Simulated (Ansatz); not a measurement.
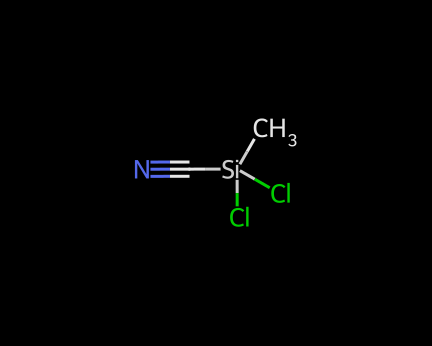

The drawing above gives the connectivity. The geometry was computed by an optimisation with PBE0-D4/def2-TZVP.

Describe the 3D structure.

The molecule is C₂H₃Cl₂NSi. SMILES: `C[Si](Cl)(Cl)C#N`. It has no ring. Among its groups: nitrile. The point group is Cs. Coordination: 1 C tetrahedral; 1 Si tetrahedral; 1 C linear.

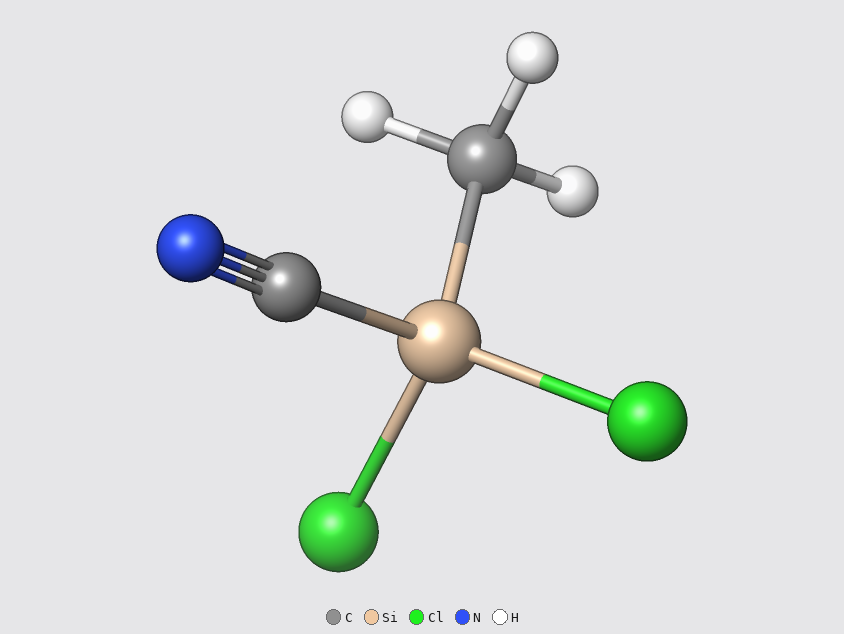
